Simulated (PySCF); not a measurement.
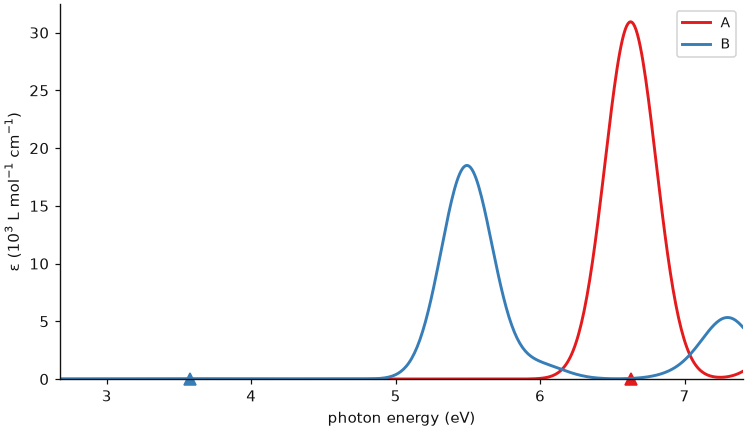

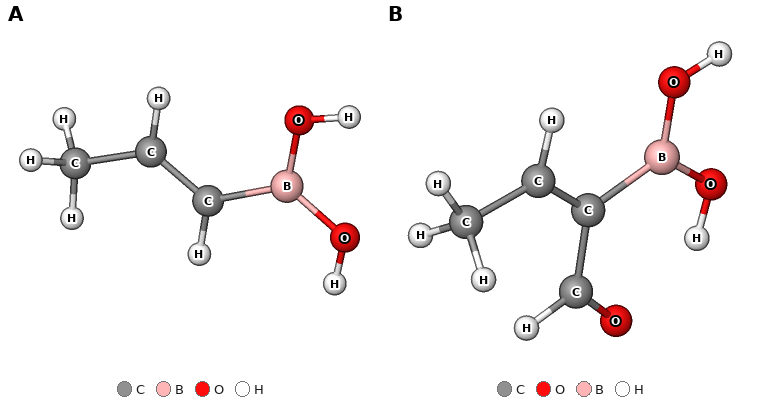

Related molecules: A is C₃H₇BO₂, SMILES C/C=C/B(O)O; B is C₄H₇BO₃, SMILES C/C=C(\C=O)B(O)O. Vertical TDDFT absorption, PBE0/def2-SVPD in PySCF, at a GFN2-xTB geometry (no frequency check); Gaussians of 1/e half-width 0.25 eV, triangles mark S1, and the range ends where the computed states of one molecule run out.

How does the lowest singlet move?

A: 6.63 eV (f = 0.471, mainly HOMO → LUMO (96 %)) (S2 lies within 0.06 eV, too close to order); B: 3.58 eV (f = 0.000, mainly HOMO → LUMO (97 %)). From A to B it shifts 3.05 eV to the red, but one of these states is bright and the other nearly dark, so it isn't one band that moves.

And the brightest state of each within the range drawn?

A: S1 at 6.63 eV, f = 0.47; B: S2 at 5.49 eV, f = 0.29.

Caveats, for all or some of the runs: core orbitals are frozen in the response; one conformer of a flexible molecule; states above the negative HOMO energy depend on the basis; the tight-binding geometry is rougher than a DFT one and adds to the error.
